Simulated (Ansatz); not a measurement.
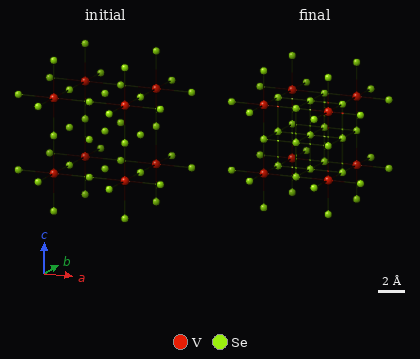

The structure of a crystal of VSe7 (a generated structure, set up in Pm-3m) (coarse preliminary run) before (left) and after (right) a relaxation, at one scale.

A ball-and-stick model of the cell of the calculation, seen slightly off an axis.

These are results of DFT PBE, scalar-relativistic, plane waves, PAW in Ansatz, not measurements.

The input:
```yaml
crystal:
  lattice:
    - [6.1599568, 0.0, 0.0]
    - [0.0, 6.1599568, 0.0]
    - [0.0, 0.0, 6.1599568]
  atoms:
    - { symbol: V, position: [0.0, 0.0, 0.0], spin: 2.0 }
    - { symbol: Se, position: [0.0, 0.5, 0.5] }
    - { symbol: Se, position: [0.5, 0.0, 0.5] }
    - { symbol: Se, position: [0.5, 0.5, 0.0] }
    - { symbol: Se, position: [0.5, 0.0, 0.0] }
    - { symbol: Se, position: [0.0, 0.5, 0.0] }
    - { symbol: Se, position: [0.0, 0.0, 0.5] }
    - { symbol: Se, position: [0.5, 0.5, 0.5] }
basis:
  ecutwfc: 420
kpoints:
  mp_grid: { grid: [4, 4, 4] }
hamiltonian:
  xc: pbe
scf:
  occupations: { method: gaussian, width: 0.1 }
  lower_state_search: "off"
output:
  forces: true
  stress: true
  eigenvalues: true
  populations: true
magnetization:
  spin_polarized: true
relax:
  adjacent_minimum: "off"
  f_tol: 0.04
  max_steps: 70
  cell: { stress_tol: 0.4 }
```

Run as
```bash
ansatz run input.yaml --threads 1 --pin off --max-ram 2560MiB --backend cpu --events-out ev --progress --plain --runs-dir out
```

**Summarise the run.**

No atom moves by more than 0.005 Å relative to the cell. The drawn cell changes as follows: a = b = c 6.160 → 5.590 Å (−9.3 %); the volume changes by −25.3 %. Near-neighbour distances that change, for instance: V1–Se5 3.080 → 2.795 Å, Se2–Se6 3.080 → 2.795 Å. The space group stays Pm-3m (No. 221). Over 3 accepted moves (4 points after the start) the energy falls by 322 meV per atom. All forces vanish by symmetry, so only the cell relaxes. Pressure: −10.51 GPa at the start and −0.27 GPa at the end. At 1 point the geometry stayed and the basis and grid were re-selected for the new cell (energy shift of 0.5 meV per atom at most each time). The run took 2 min on 1 thread of Intel(R) Xeon(R) 6975P-C (Granite Rapids), with other jobs on the host, peak memory 0.72 GiB.
